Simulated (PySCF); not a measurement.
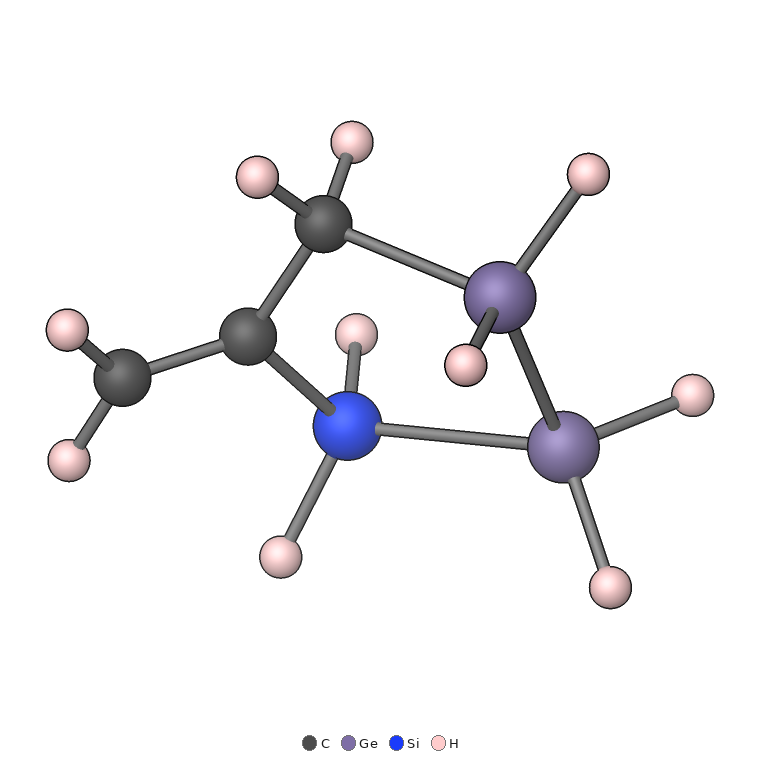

The geometry was computed by an optimisation with GFN2-xTB. No frequency run is at hand to confirm it as a minimum. Properties computed with CAM-B3LYP/def2-SVPD, gas phase (PySCF 2.14.0). Excitations: vertical, linear response.

**What is the mean static polarisability?**

126.2 bohr³.

**Give the lowest vertical singlet excitation at this level.**

5.78 eV.

**What is the HOMO energy (Kohn–Sham orbital)?**

−8.32 eV.

**Give the HOMO–LUMO gap at this level.**

8.72 eV.

The geometry is semi-empirical. Around Ge, Si such bond lengths and angles can be off by a tenth of an ångström or more and by several degrees, and values that hang on the shape move with them.
